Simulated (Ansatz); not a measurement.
Consider InAs in the zinc blende structure (space group F-43m, No. 216; a = 6.109 Å).

Perturbation: a fraction x = 0.25 of the In sites is given to Al, ordered in a cell of 8 atoms (starting symmetry I-42m) and fully relaxed.

All numbers come from r2SCAN (Ansatz, a quantum-chemistry and plane-wave program, PAW, without spin-orbit coupling).

The zone is the changed cell's own and can be folded.

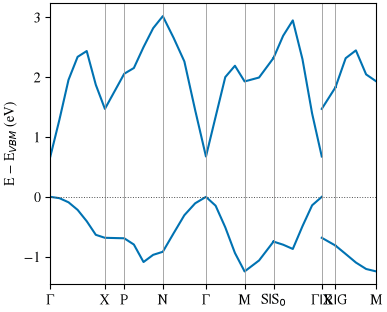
Fig. 1. Highest valence and lowest conduction band along the path of the changed cell's own zone

The gap is 0.67 eV, direct at Γ; the base has 0.08 eV.

Each cell is one ordered arrangement of few atoms, which overstates ordering effects compared with a random alloy. No phonon test of stability was made. The zero or small gap of InAs can change with the level of theory. k-point labels follow each cell's own Brillouin zone.
